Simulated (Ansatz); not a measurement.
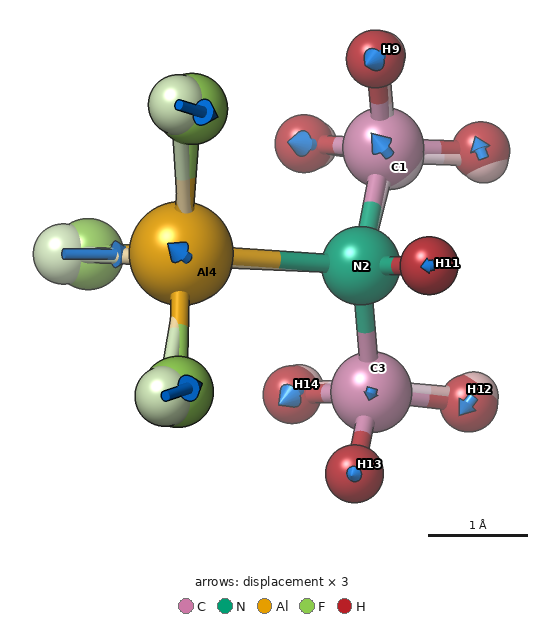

This is a relaxation of C$_{2}$H$_{7}$AlF$_{3}$N (coarse preliminary run). The starting structure is drawn faded, the final one solid; blue arrows show the displacements, 3 times their true length. The two geometries are superimposed by the best rigid fit.

A ball-and-stick model, seen from a free direction.

The start comes from a force field.

Theory: RKS PBE-D4/def2-SVP (Ansatz). (force threshold 0.03 eV/Å; at most 200 steps)

What did the optimiser do to the structure, and how much energy did it gain?

The energy falls by 1.241 eV in 5 geometry steps. Largest force component: 3.3 eV/Å at the start, 0.028 eV/Å at the end. An F atom moves most after the best rigid fit: 0.27 Å. Largest moves by element: F 0.27 Å, H 0.13 Å, C 0.11 Å, Al 0.11 Å, N 0.01 Å. Near-neighbour distances that change, for instance: Al–F 1.873 → 1.684 Å, Al–F 1.822 → 1.684 Å, Al–N 1.919 → 2.010 Å, Al–F 1.768 → 1.688 Å. Bond angles that change, for instance: N–Al–F 112.1° → 99.2°, F–Al–F 106.5° → 117.2°, N–Al–F 110.0° → 101.4°. Cost: 14 s on 4 threads of Arm Neoverse V2, with other jobs on the host.
